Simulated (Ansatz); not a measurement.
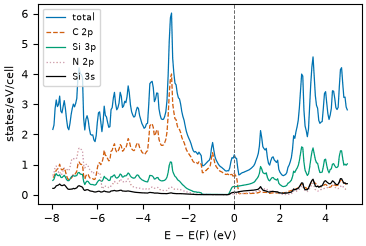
Total and projected density of states of AlSi3C3N in space group P3m1 (No. 156; Pearson symbol hP8), PBEsol (plane waves, PAW; program Ansatz)

**Question.** Which orbitals carry the states next to the Fermi level?

**Answer.** Within 0.5 eV of the Fermi level: C 2p 49 %, Si 3p 21 %, N 2s 8 %, Si 3s 7 %, outside the projected shells 7 %. Projections are on Löwdin-orthogonalised atomic valence shells; empty p or d shells of many metals are not among them.

**Question.** Where is the tallest occupied peak in this window, and what makes it?

**Answer.** Near -2.8 eV, about 6.0 states/eV per cell; the largest projected share is C 2p.

The start of the workflow was typed in or built on a structure type; neither database checked (COD, Materials Project) lists it. Whether it is the stable phase at ambient conditions was not checked. Symmetry was held in the PBEsol relaxation; whether a distortion lowers the energy is not shown.

Potentials: the earlier of the program's two PAW sets. The files were generated under PBE; for other functionals the program regenerates the frozen cores, and for LDA and PBEsol the local potential too.
